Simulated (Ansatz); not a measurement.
## Work function of Au(110): what the settings cost and change

How thick a slab and how much vacuum does the work function of Au(110) need?

Method: plane-wave DFT, PBE, Ansatz PAW, in Ansatz 0.2.0.

## 1. The starting structure

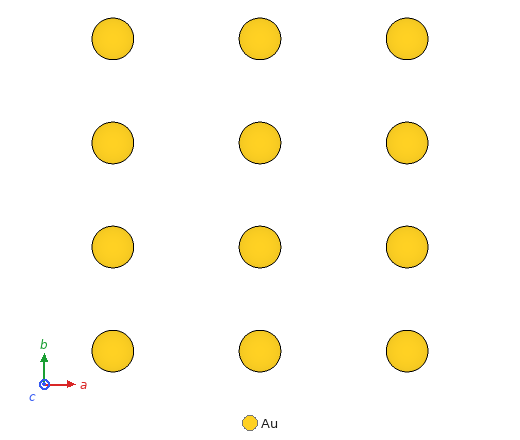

The cell as given, from above (gold yellow). 3×4×1 cells are drawn.

The cell holds 1 atom: 1 Au. Its edges and angles: a = 4.080 Å, b = 2.885 Å, c = 18.000 Å, α = 90.0°, β = 90.0°, γ = 90.0°. Vacuum lies along c.

## 2. Slab, setting 1 layer

A work function rests on the faint tail of the density, so the SCF threshold is tight. The slab grows from one layer, at fixed mesh and 18 Å of vacuum; then the vacuum is varied on one slab.

The input, input.yaml:

```yaml
crystal:
  lattice:
    - [4.08, 0.0, 0.0]
    - [0.0, 2.8849956672, 0.0]
    - [0.0, 0.0, 18.0]
  atoms:
    - { symbol: Au, position: [0.5, 0.5, 0.5] }
kpoints:
  mp_grid: { grid: [10, 14, 1] }
hamiltonian:
  xc: pbe
scf:
  occupations: { method: fermi_dirac, width: 0.1 }
  convergence: { dr2_threshold: 1.0e-09 }
efield:
  axis: 3
  dipole_correction: true
  ramp_position: 0.97
  ramp_width: 0.06
output:
  write_potential: true
  write_density: true
  volumetric_format: npy
  elf: true
```

Launch:

```sh
$ ansatz run input.yaml --threads 2 --pin off --max-ram 3072MiB --backend cpu --events-out ev --progress --plain --runs-dir out
```

Numbers of over 12 decimals in the logs are rounded to 6 here.

The program printed:

```text
Engine: ansatz 0.2.0, x86_64-unknown-linux-gnu
Pseudopotentials: kind: paw
Pseudopotential: Au, paw, valence charge 19, recommended cutoff 420 eV (normal), Au.paw.azcp
Functional definition: PBE
  parameter kappa = 0.804
  parameter beta = 0.066725
  exchange = pbe_x(kappa = kappa, mu = beta*pi^2/3)
  correlation = pbe_c(beta = beta)
Crystal: 1 atoms, lattice volume = 211.874 Å³
Basis set: ecut = 420 eV, 4149 PW (Γ)
Bands: 14, of which v1, the nominal top of the filled ones, is band 10 counted from 1 (9 counted from 0)
Symmetry: 4 space group operations
k-points: 48 of 140
Non-local potential: Au, projectors of the file, l = 0: 3, l = 1: 2, l = 2: 2, l = 3: 1
PAW form: soft (Blöchl's): semilocal exchange-correlation on the pseudo side does not see the compensation charge
PAW one-centre angular grid: Au, 590 points (default); XC on 64 Gauss nodes
Initial density: superposition of atomic densities (neutral atoms: chi_scale 0, normalization atom), corrected by the library's trained network
Initial wavefunctions: pseudopotential atomic-orbital guess
Functional: x = pbe(κ = 0.804, μ = 0.219515), c = pbe(β = 0.066725)
SCF iter   1: F=—  HF=-13147.745258 eV  |F-HF|=—  |Δ(HF+E_count)|=         —  Δρ=1.89e-3  dr2=9.73e-3  ethr=1.77e-3  p=0.000 e·Å  D=7.75e-15 V/Å  ΔV_dip=-0.00 eV  dr2_dipole=8.72e-11  V_vac-E_F(+/−)=6.38/6.38 eV  ⟨swp⟩=5.6  Hψ=3726  notcnv=0
efield: sawtooth ramp at fractional position 0.9700 (set: `efield.ramp_position`, or a place that a band, a saddle search or an elastic batch's reference lends), width 0.0600; the density the first Hamiltonian is built on has a dipole p = 0.000 e·Å; the dipole correction subtracts the counter field D = 7.75e-15 V/Å, which shifts the + side's vacuum level by -0.00 eV against the − side's; the planar-averaged density in the ramp window peaks in size at 6.5e-6 e/Å³
preconditioner: auto → LDOS  [metal: Δε(μ)=0.126 eV  Ē_g=7.906 eV  σ=0.100 eV  W_gap=0.30  n_scr=20 (ndim 8)  ℏωp=8.5 eV  f_vac=0.779  D(μ)=0.67/eV (n_scr^D=4)  β→1.0]
SCF iter   2: F=—  HF=-13147.746377 eV  |F-HF|=—  |Δ(HF+E_count)|=   1.12e-3  Δρ=2.17e-3  dr2=9.56e-3  ethr=5.12e-5  p=-0.000 e·Å  D=-6.29e-6 V/Å  ΔV_dip=0.00 eV  dr2_dipole=8.91e-10  V_vac-E_F(+/−)=6.24/6.24 eV  ⟨swp⟩=3.1  Hψ=1732  notcnv=0  defer=8
SCF iter   3: F=—  HF=-13147.744321 eV  |F-HF|=—  |Δ(HF+E_count)|=   2.06e-3  Δρ=3.83e-4  dr2=3.16e-4  ethr=5.03e-5  p=0.000 e·Å  D=2.11e-6 V/Å  ΔV_dip=-0.00 eV  dr2_dipole=6.63e-11  V_vac-E_F(+/−)=6.29/6.29 eV  ⟨swp⟩=2.0  Hψ=1116  notcnv=0  defer=8
SCF iter   4: F=—  HF=-13147.744250 eV  |F-HF|=—  |Δ(HF+E_count)|=   7.13e-5  Δρ=4.08e-5  dr2=5.80e-6  ethr=1.66e-6  p=-0.000 e·Å  D=-1.25e-7 V/Å  ΔV_dip=0.00 eV  dr2_dipole=1.27e-12  V_vac-E_F(+/−)=6.28/6.28 eV  ⟨swp⟩=2.2  Hψ=1048  notcnv=0  defer=8
SCF iter   5: F=—  HF=-13147.744238 eV  |F-HF|=—  |Δ(HF+E_count)|=   1.17e-5  Δρ=7.99e-6  dr2=9.99e-8  ethr=3.06e-8  p=0.000 e·Å  D=4.33e-7 V/Å  ΔV_dip=-0.00 eV  dr2_dipole=4.65e-12  V_vac-E_F(+/−)=6.28/6.28 eV  ⟨swp⟩=2.2  Hψ=962  notcnv=0  defer=8
SCF iter   6: F=—  HF=-13147.744213 eV  |F-HF|=—  |Δ(HF+E_count)|=   2.54e-5  Δρ=1.04e-6  dr2=1.28e-9  ethr=5.26e-10  p=-0.000 e·Å  D=-2.81e-7 V/Å  ΔV_dip=0.00 eV  dr2_dipole=2.21e-12  V_vac-E_F(+/−)=6.28/6.28 eV  ⟨swp⟩=2.4  Hψ=1098  notcnv=0  defer=8
SCF iter   7: F=-13147.744213 eV  HF=-13147.744213 eV  |F-HF|=5.46e-12  |Δ(HF+E_count)|=   6.66e-9  Δρ=1.98e-7  dr2=1.04e-10  ethr=5.26e-12  p=0.000 e·Å  D=4.43e-7 V/Å  ΔV_dip=-0.00 eV  dr2_dipole=4.68e-12  V_vac-E_F(+/−)=6.28/6.28 eV  ⟨swp⟩=5.9  Hψ=2352  notcnv=0
SCF 1 converged in 7 iterations: F = -13147.744213 eV  dr2 = 1.04e-10
  greatest PAW one-centre occupation: 1.000 electrons in one spin orbital (limit 2), on the Au atom at site 0 (counted from 0), in its partial waves of l = 0
WARN: The output density's exchange-correlation potential varies sharply where the density is thin. Do not read a vacuum level from v_tot or v_xc, or from such a field of the output density. On a cell that repeats whose density bears no net charge and no dipole along the vacuum's axis use v_es (v_loc + v_h of the components); under efield.dipole_correction with no amplitude use v_es + v_field, which holds any externa [...]
SCF converged after 7 iterations
Free energy (F): -13147.744213 eV
Harris-Foulkes:  -13147.744213 eV  (|F-HF|=5.46e-12)
Internal energy: -13147.719584 eV  (E = F + TS)
E sigma→0 (E₀):  -13147.731898 eV
Entropy (-TS):   -0.024629 eV (-24.629 meV/atom)
Fermi energy:    -4.237740 eV
Dipole field:    D = -0.000002 V/Å  (p = -0.000003 e·Å, saw-weighted, corrected)
Work function:   Φ+ = 6.2779 eV   Φ− = 6.2778 eV
Levels:          The Fermi level and band energies are counted from a zero that moves with the ramp; work functions are not
--- Per-component energies (eV) ---
  E_band       = -625.708159
  E_kinetic    = 604.680168
  E_local      = -9652.352103  (includes V_loc(G=0)·N_el)
  E_nonlocal   = 76.008526
  E_hartree    = 4490.678423
  E_xc         = -224.991657
  E_vxc        = -270.794876  (∫ρ·V_xc dr)
  E_paw        = -9708.411539  (= ΣΔE_a)
  E_vpaw       = -364.608311  (= ΣTr[D̂ρ^β])
  E_aug_tail   = 0.001444  (compensation charges beyond the density's cutoff)
  E_efield     = 0.000000  (sawtooth field / dipole correction)
  E_vefield    = 0.000000  (∫n·V_field dr)
  E_ewald      = 1266.667153
  E_smearing   = -0.024629  (= −TS)
  E_closure    = -0.000000  (closes the sum)
  Σ components = -13147.744213   (vs F -13147.744213, Δ=0.00e0)
--- Band table (eV; the first three rows and the last of 48) ---
  k-point 0: bands = [... 6 lower, -5.4004, -5.3497, -4.7467, -4.7353, -0.5687, 1.8013, 2.5181, 2.6268]
  k-point 1: bands = [... 6 lower, -5.3886, -5.3202, -4.8412, -4.8366, -0.4243, 1.8914, 2.6165, 2.7164]
  k-point 2: bands = [... 6 lower, -5.3553, -5.2280, -5.1124, -5.0750, -0.0254, 2.1620, 2.9091, 2.9854]
  k-point 47: bands = [... 6 lower, -5.2770, -5.1249, -4.5785, 0.5763, 0.6223, 2.8352, 5.0483, 6.1832]
```

Run time: 9.5 s. Hardware: 2 threads of Intel Xeon 6975P-C (Granite Rapids), shared host; peak memory 0.56 GiB.

The column dr2 measures how far the density is from self-consistency, as an energy; F and HF (Harris–Foulkes) agree once it is small.

Numbers from this step:

```
energy at zero smearing   : -13147.7319 eV
work function, upper face : 6.278 eV
```

Running mean over 1.442 Å of the planar mean; the ramp of the sawtooth is left out. Electron's electrostatic potential energy less the Fermi level against z:

| z (Å) | electron's electrostatic potential energy less the Fermi level (eV) |
| --- | --- |
| 3 | 6.28 |
| 4 | 6.28 |
| 5 | 6.28 |
| 6 | 6.26 |
| 7 | 6.02 |
| 8 | 2.09 |
| 9 | -4.43 |
| 10 | 2.09 |
| 11 | 6.02 |
| 12 | 6.26 |
| 13 | 6.28 |
| 14 | 6.28 |
| 15 | 6.28 |

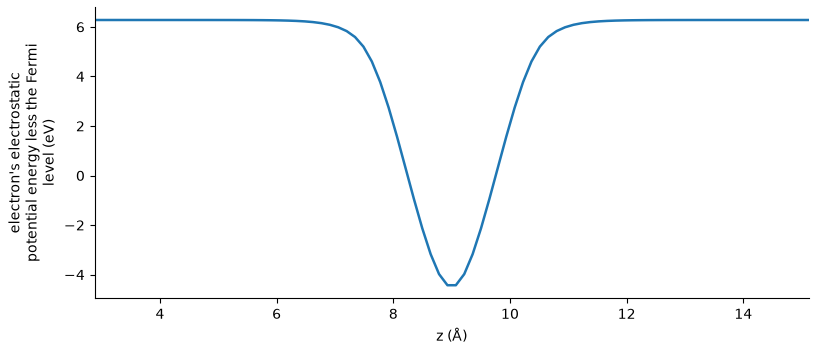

Electron's electrostatic potential energy less the Fermi level, plotted against z.

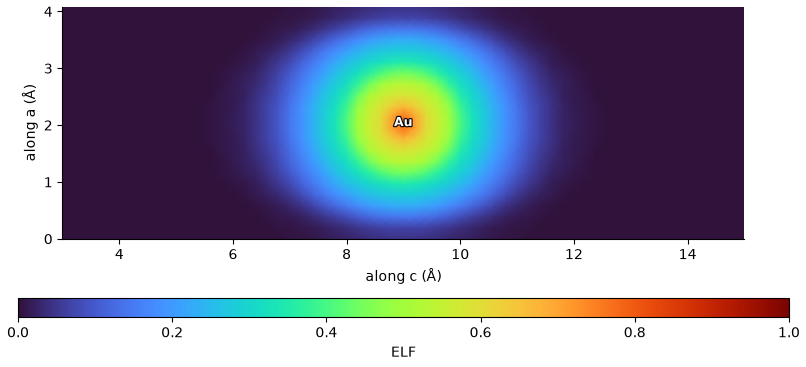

ELF in the ca plane at fractional y = 0.500, with atoms of Au within 0.2 Å of it. It is the smooth field of the valence electrons, not physical close to the nuclei. The far vacuum is left out of the map.

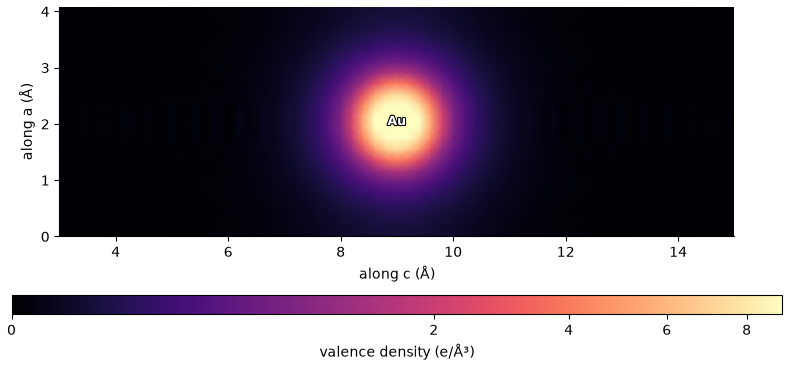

Valence density in the ca plane at fractional y = 0.500, with atoms of Au within 0.2 Å of it. It is the smooth field of the valence electrons, not physical close to the nuclei. The colour scale is stretched toward low values. The far vacuum is left out of the map.

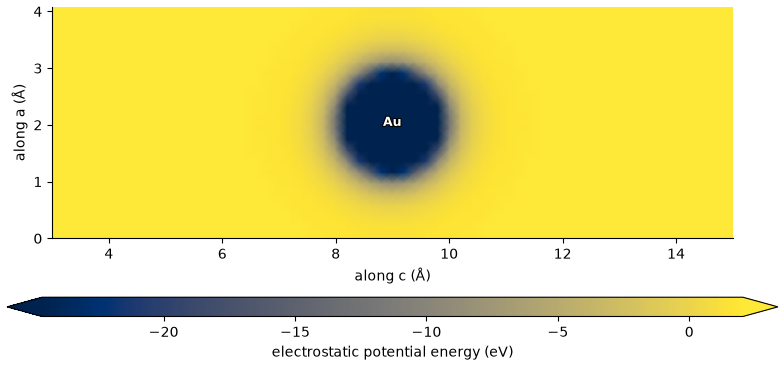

Electrostatic potential energy in the ca plane at fractional y = 0.500, with atoms of Au within 0.2 Å of it. With pseudopotentials it is smooth inside the atoms' cores, unlike the true potential. The far vacuum is left out of the map.

The work function is 6.278 eV.

## 3. Run, 2 atoms

System of this step: Au(110). The cell holds 2 atoms: 2 Au. Cell: a = 4.080 Å, b = 2.885 Å, c = 19.442 Å, α = 90.0°, β = 90.0°, γ = 90.0°. Vacuum lies along c.

input.yaml, the sections that differ from step 2:

```yaml
crystal:
  lattice:
    - [4.08, 0.0, 0.0]
    - [0.0, 2.8849956672, 0.0]
    - [0.0, 0.0, 19.4424978336]
  atoms:
    - { symbol: Au, position: [0.5, 0.5, 0.4629034848] }
    - { symbol: Au, position: [0.0, 0.0, 0.5370965152] }
output:
  write_potential: true
  write_density: true
  volumetric_format: npy
# kpoints, hamiltonian, scf, efield: as in step 2
```

The program printed:

```text
[...]
Crystal: 2 atoms, lattice volume = 228.853 Å³
Basis set: ecut = 420 eV, 4477 PW (Γ)
Bands: 23, of which v1, the nominal top of the filled ones, is band 19 counted from 1 (18 counted from 0)
Symmetry: 4 space group operations
k-points: 48 of 140
[...]
k-point 0: bands = [... 15 lower, -3.5438, -3.3985, -3.0690, -2.6016, -1.6415, 2.3410, 3.6728, 3.7077]
  k-point 1: bands = [... 15 lower, -3.4965, -3.4101, -3.0360, -2.6802, -1.4937, 2.4548, 3.7961, 3.8993]
  k-point 2: bands = [... 15 lower, -3.6818, -3.2002, -3.0006, -2.8566, -1.1124, 2.7803, 4.0596, 4.1849]
  k-point 47: bands = [... 15 lower, -3.7915, -2.6462, -2.6462, 1.4284, 1.4284, 2.6019, 2.6019, 6.9416]
[key lines of the parts left out:]
SCF converged after 8 iterations
Free energy (F): -26297.317511 eV
Fermi energy:    -1.302833 eV
Dipole field:    D = -0.000004 V/Å  (p = -0.000005 e·Å, saw-weighted, corrected)
Work function:   Φ+ = 5.0303 eV   Φ− = 5.0303 eV
```

Wall time 18 s (2 threads); peak memory 0.61 GiB; 27 s of CPU time.

The work function is 5.030 eV, -1.248 eV from the run “1 layer”, at 1.7 times its CPU time.

## 4. Run, 3 atoms

System of this step: Au(110). The cell holds 3 atoms: 3 Au. Cell: a = 4.080 Å, b = 2.885 Å, c = 20.885 Å, α = 90.0°, β = 90.0°, γ = 90.0°. Vacuum lies along c.

input.yaml, the sections that differ from step 3:

```yaml
crystal:
  lattice:
    - [4.08, 0.0, 0.0]
    - [0.0, 2.8849956672, 0.0]
    - [0.0, 0.0, 20.8849956672]
  atoms:
    - { symbol: Au, position: [0.0, 0.0, 0.4309313798] }
    - { symbol: Au, position: [0.5, 0.5, 0.5] }
    - { symbol: Au, position: [0.0, 0.0, 0.5690686202] }
# kpoints, hamiltonian, scf, efield, output: as in step 3
```

The program printed:

```text
[...]
Crystal: 3 atoms, lattice volume = 245.833 Å³
Basis set: ecut = 420 eV, 4801 PW (Γ)
Bands: 35, of which v1, the nominal top of the filled ones, is band 29 counted from 1 (28 counted from 0)
Symmetry: 4 space group operations
k-points: 48 of 140
[...]
k-point 1: bands = [... 25 lower, -1.7429, -1.7069, -1.3437, -1.3312, 1.5469, 4.2158, 4.6732, 5.2321, ... 2 higher]
  k-point 2: bands = [... 25 lower, -1.8616, -1.5545, -1.5342, -1.1778, 1.9002, 4.9316, 4.9754, 5.4925, ... 2 higher]
  k-point 47: bands = [... 25 lower, -1.3225, -1.3223, 1.6521, 2.0500, 3.7151, 4.0060, 4.1414, 5.3339, ... 2 higher]
[key lines of the parts left out:]
SCF converged after 9 iterations
Free energy (F): -39446.632860 eV
Fermi energy:    0.150969 eV
Dipole field:    D = 0.000000 V/Å  (p = 0.000000 e·Å, saw-weighted, corrected)
Work function:   Φ+ = 5.1214 eV   Φ− = 5.1214 eV
```

Run time: 27 s. Hardware: 2 threads; peak memory 0.7 GiB.

The work function is 5.121 eV, +0.091 eV from the run “2 layers”, at 1.8 times its CPU time.

## 5. Run, 4 atoms

System of this step: Au(110). The cell holds 4 atoms: 4 Au. Cell: a = 4.080 Å, b = 2.885 Å, c = 22.327 Å, α = 90.0°, β = 90.0°, γ = 90.0°. Vacuum lies along c.

input.yaml, the sections that differ from step 4:

```yaml
crystal:
  lattice:
    - [4.08, 0.0, 0.0]
    - [0.0, 2.8849956672, 0.0]
    - [0.0, 0.0, 22.3274935009]
  atoms:
    - { symbol: Au, position: [0.5, 0.5, 0.4030904768] }
    - { symbol: Au, position: [0.0, 0.0, 0.4676968256] }
    - { symbol: Au, position: [0.5, 0.5, 0.5323031744] }
    - { symbol: Au, position: [0.0, 0.0, 0.5969095232] }
# kpoints, hamiltonian, scf, efield, output: as in step 4
```

The program printed:

```text
[...]
Crystal: 4 atoms, lattice volume = 262.812 Å³
Basis set: ecut = 420 eV, 5143 PW (Γ)
Bands: 46, of which v1, the nominal top of the filled ones, is band 38 counted from 1 (37 counted from 0)
Symmetry: 4 space group operations
k-points: 48 of 140
[...]
k-point 1: bands = [... 34 lower, -0.4176, -0.4102, -0.2343, -0.0537, 1.1596, 4.1075, 4.9132, 6.2287, ... 4 higher]
  k-point 2: bands = [... 34 lower, -0.5862, -0.3364, -0.2634, -0.0561, 1.4459, 4.4463, 5.6932, 6.5159, ... 4 higher]
  k-point 47: bands = [... 34 lower, -0.0808, -0.0808, 2.5826, 2.5826, 4.9868, 4.9868, 5.4704, 5.4704, ... 4 higher]
[key lines of the parts left out:]
SCF converged after 9 iterations
Free energy (F): -52595.909046 eV
Fermi energy:    1.609745 eV
Dipole field:    D = 0.000001 V/Å  (p = 0.000001 e·Å, saw-weighted, corrected)
Work function:   Φ+ = 4.9788 eV   Φ− = 4.9788 eV
```

It took 40 s on 2 threads; peak memory 0.84 GiB; 69 s of CPU time.

The work function is 4.979 eV, -0.143 eV from the run “3 layers”, at 1.4 times its CPU time.

## 6. Slab, 5 atoms

System of this step: Au(110). The cell holds 5 atoms: 5 Au. Cell: a = 4.080 Å, b = 2.885 Å, c = 23.770 Å, α = 90.0°, β = 90.0°, γ = 90.0°. Vacuum lies along c.

input.yaml, the sections that differ from step 5:

```yaml
crystal:
  lattice:
    - [4.08, 0.0, 0.0]
    - [0.0, 2.8849956672, 0.0]
    - [0.0, 0.0, 23.7699913345]
  atoms:
    - { symbol: Au, position: [0.0, 0.0, 0.3786286614] }
    - { symbol: Au, position: [0.5, 0.5, 0.4393143307] }
    - { symbol: Au, position: [0.0, 0.0, 0.5] }
    - { symbol: Au, position: [0.5, 0.5, 0.5606856693] }
    - { symbol: Au, position: [0.0, 0.0, 0.6213713386] }
# kpoints, hamiltonian, scf, efield, output: as in step 5
```

The program printed:

```text
[...]
Crystal: 5 atoms, lattice volume = 279.791 Å³
Basis set: ecut = 420 eV, 5463 PW (Γ)
Bands: 57, of which v1, the nominal top of the filled ones, is band 48 counted from 1 (47 counted from 0)
Symmetry: 4 space group operations
k-points: 48 of 140
[...]
k-point 0: bands = [... 44 lower, 0.8194, 0.8827, 1.2070, 1.4226, 3.4113, 5.3325, 6.0278, 7.5151, ... 5 higher]
  k-point 1: bands = [... 44 lower, 0.7505, 1.0400, 1.0688, 1.4747, 3.5254, 5.6550, 6.1471, 7.6098, ... 5 higher]
  k-point 2: bands = [... 44 lower, 0.6343, 0.8840, 1.1669, 1.6221, 3.8473, 6.4768, 6.4831, 7.8869, ... 5 higher]
  k-point 47: bands = [... 44 lower, 1.1898, 3.2616, 3.4510, 5.8827, 6.0518, 6.0763, 6.1862, 6.3316, ... 5 higher]
[key lines of the parts left out:]
SCF converged after 9 iterations
Free energy (F): -65745.248755 eV
Fermi energy:    2.784515 eV
Dipole field:    D = 0.000000 V/Å  (p = 0.000000 e·Å, saw-weighted, corrected)
Work function:   Φ+ = 4.9649 eV   Φ− = 4.9649 eV
```

Wall time 55 s (2 threads); peak memory 1 GiB.

The work function is 4.965 eV, -0.014 eV from the run “4 layers”, at 1.5 times its CPU time.

## 7. Slab, 6 atoms

System of this step: Au(110). The cell holds 6 atoms: 6 Au. Cell: a = 4.080 Å, b = 2.885 Å, c = 25.212 Å, α = 90.0°, β = 90.0°, γ = 90.0°. Vacuum lies along c.

input.yaml, the sections that differ from step 6:

```yaml
crystal:
  lattice:
    - [4.08, 0.0, 0.0]
    - [0.0, 2.8849956672, 0.0]
    - [0.0, 0.0, 25.2124891681]
  atoms:
    - { symbol: Au, position: [0.5, 0.5, 0.3569659441] }
    - { symbol: Au, position: [0.0, 0.0, 0.4141795665] }
    - { symbol: Au, position: [0.5, 0.5, 0.4713931888] }
    - { symbol: Au, position: [0.0, 0.0, 0.5286068112] }
    - { symbol: Au, position: [0.5, 0.5, 0.5858204335] }
    - { symbol: Au, position: [0.0, 0.0, 0.6430340559] }
# kpoints, hamiltonian, scf, efield, output: as in step 6
```

The program printed:

```text
[...]
Crystal: 6 atoms, lattice volume = 296.771 Å³
Basis set: ecut = 420 eV, 5793 PW (Γ)
Bands: 69, of which v1, the nominal top of the filled ones, is band 57 counted from 1 (56 counted from 0)
Symmetry: 4 space group operations
k-points: 48 of 140
[...]
k-point 0: bands = [... 53 lower, 1.8320, 1.9804, 2.0127, 2.2260, 3.3146, 5.4424, 6.0575, 7.6191, ... 8 higher]
  k-point 1: bands = [... 53 lower, 1.7455, 2.0186, 2.0750, 2.1328, 3.3962, 5.5615, 6.4010, 7.7350, ... 8 higher]
  k-point 2: bands = [... 53 lower, 1.5817, 1.9478, 2.0936, 2.2171, 3.6348, 5.8955, 7.2677, 8.0500, ... 8 higher]
  k-point 47: bands = [... 53 lower, 2.1506, 4.1118, 4.1118, 6.4139, 6.4139, 7.0110, 7.0110, 7.2168, ... 8 higher]
[key lines of the parts left out:]
SCF converged after 9 iterations
Free energy (F): -78894.528926 eV
Fermi energy:    3.803151 eV
Dipole field:    D = -0.000000 V/Å  (p = -0.000000 e·Å, saw-weighted, corrected)
Work function:   Φ+ = 4.9751 eV   Φ− = 4.9751 eV
```

It took 72 s on 2 threads; peak memory 1.2 GiB; 2.3 min of CPU time.

The work function is 4.975 eV, +0.010 eV from the run “5 layers”, at 1.4 times its CPU time.

[end of part 1 of 2]

[Logs are printed without paths, hosts, clocks, repeated set-up lines and the standing remarks that a program may print on its own settings, such as how far it seeks lower states.]

[Hosts, paths, dates, database ids (printed as entryN), source tags and the programs' standing remarks are cut or masked in the printed files.]

[Maps of the electrostatic potential energy from Ansatz leave out the sawtooth potential of an applied field or a dipole correction, so their vacuum need not be flat; planar profiles and work functions include it.]
